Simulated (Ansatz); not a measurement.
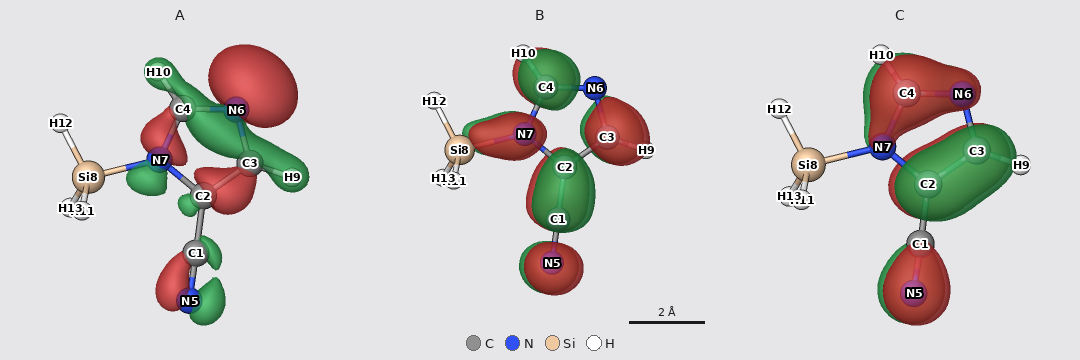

*C4H5N3Si (SMILES N#Cc1cncn1[SiH3]). Three frontier orbitals at ±0.1 Å⁻³ᐟ² (green and red are the two phases), in no order.*

Geometry: r2SCAN-D4/def2-SVP.

Level of theory: isolated molecule in a Gaussian basis; Kohn-Sham density functional theory, functional PBE0 (Ansatz 0.2.0).

```yaml
atoms:
  - { symbol: C, position_ang: [-2.0262, -1.1121, 0.3543] }
  - { symbol: C, position_ang: [-0.6679, -1.2129, -0.0199] }
  - { symbol: C, position_ang: [-0.0310, -1.9535, -1.0091] }
  - { symbol: C, position_ang: [1.4964, -0.8531, -0.0051] }
  - { symbol: N, position_ang: [-3.1462, -1.0204, 0.6728] }
  - { symbol: N, position_ang: [1.3080, -1.7153, -0.9817] }
  - { symbol: N, position_ang: [0.3358, -0.4953, 0.6335] }
  - { symbol: Si, position_ang: [0.1323, 0.6436, 2.0080] }
  - { symbol: H, position_ang: [-0.4937, -2.6356, -1.7226] }
  - { symbol: H, position_ang: [2.4621, -0.4421, 0.2954] }
  - { symbol: H, position_ang: [-0.4540, -0.0917, 3.1571] }
  - { symbol: H, position_ang: [1.5135, 1.1084, 2.2969] }
  - { symbol: H, position_ang: [-0.7471, 1.7606, 1.5791] }
```

Order the three orbitals by energy and name them.

A is the HOMO−1 (−8.56 eV). Its weight (Hirshfeld) is mainly on N6 (about 65 %), C3 (about 10 %) and C4 (about 5 %); largely a lone pair of N6. C is the HOMO (−7.44 eV). It lies mainly on C2 (about 25 %), C3 (about 20 %), C4 (about 20 %), N5 (about 15 %), N6 (about 5 %) and C1 (about 5 %). B is the LUMO (−1.38 eV). It lies mainly on C3 (about 15 %), N5 (about 15 %), C4 (about 15 %), C2 (about 15 %), C1 (about 15 %) and N7 (about 10 %).

What is the HOMO–LUMO gap?

6.06 eV between the orbital energies.
